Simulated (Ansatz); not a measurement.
# CH₂BClO: ionisation energy by level of theory

How much energy removes an electron from CH₂BClO at fixed geometry? The cation is run at each level and the neutral's energy taken from earlier runs.

Method: unrestricted cation, the program's frozen cores in correlated methods; program: Ansatz 0.2.0, Gaussian basis.

Levels to be run: UKS PBE-D4/def2-TZVPP; UKS r2SCAN-D4/def2-TZVPP; UKS PBE0-D4/def2-TZVPP; UKS B3LYP-D4/def2-TZVPP; UKS wB97X-V/def2-TZVPP; UKS wB97M-V/def2-TZVPP; UKS B2PLYP/def2-TZVPP; UHF-CCSD(T)/def2-TZVPP; UHF-MP2/def2-QZVPP; extrapolation to the limit; then −ε(HOMO) from the neutral's earlier runs with LDA (SPW92), PBE-D4, revPBE-D4, BLYP-D4, r2SCAN-D4, B97M-V, PBE0-D4, B3LYP-D4, r2SCANh-D4, r2SCAN0-D4, HSE06-D4, BHLYP-D4, CAM-B3LYP-D4, LC-ωPBE, ωB97X-V, ωB97M-V.

### Step 1. Structure used throughout

An earlier PBE0-D4 in a triple-zeta def2 set relaxation fixed the geometry.

SMILES `O=CBCl`, 6 atoms, charge 0, spin multiplicity 1.

Atoms are counted from 1 here; the program's logs count them from 0.

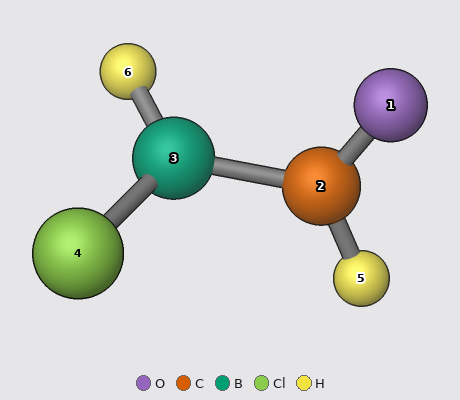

The structure; oxygen purple, carbon orange, boron teal, chlorine green, hydrogen yellow; atoms are numbered from 1 in the order of the file.

### Step 2. Cation, UKS PBE-D4/def2-TZVPP

in.yaml

```yaml
crystal:
  periodic: [false, false, false]
  atoms:
    - {symbol: O, position_ang: [0.692693, 1.603462, 0.215451]}
    - {symbol: C, position_ang: [-0.023506, 0.779707, -0.306548]}
    - {symbol: B, position_ang: [-0.097489, -0.651571, 0.364969]}
    - {symbol: Cl, position_ang: [0.517046, -1.998444, -0.535892]}
    - {symbol: H, position_ang: [-0.551848, 1.020449, -1.257255]}
    - {symbol: H, position_ang: [-0.494796, -0.817603, 1.473175]}
basis:
  gaussian: {orbitals: def2-TZVPP}
total_charge: 1
magnetization: {spin_polarized: true, initial_magnetization: 1}
hamiltonian: {xc: pbe, dispersion: d4}
```

On the command line:

```bash
$ ansatz run in.yaml --threads 2 --pin off --events-out ev --progress --plain --max-ram 4352MiB
```

After this run come: Cation, UKS r2SCAN-D4/def2-TZVPP; Cation, UKS PBE0-D4/def2-TZVPP; Cation, UKS B3LYP-D4/def2-TZVPP; Cation, UKS wB97X-V/def2-TZVPP; Cation, UKS wB97M-V/def2-TZVPP; Cation, UKS B2PLYP (frozen core)/def2-TZVPP; Cation, UHF-CCSD(T)/def2-TZVPP; Cation, UHF-MP2/def2-QZVPP.

Before running them: what should the planned runs give, taken together? Wanted: ionisation energy, CCSD(T)/CBS; nearest functional by difference; nearest −ε(HOMO); −ε(HOMO) of PBE; T1 of the cation.

As calculated:

| quantity | value |
| --- | --- |
| ionisation energy, CCSD(T)/CBS | 10.21 eV |
| nearest functional by difference | ωB97X-V (-0.18 eV) |
| nearest −ε(HOMO) | LC-ωPBE (+0.01 eV) |
| −ε(HOMO) of PBE | 5.92 eV |
| T1 of the cation | 0.041 |

In words: By cation minus neutral, the functionals miss by 0.66 eV at most. The PBE orbital energy is 4.3 eV too small: a semilocal HOMO is no ionisation energy. Among orbital estimates LC-ωPBE comes nearest. Hartree-Fock falls 1.29 eV short, as the neutral has more correlation energy than the cation. The cation's T1 (from the report) is 0.041, near the customary mark of 0.045 for open shells, so the coupled-cluster value is less safe.
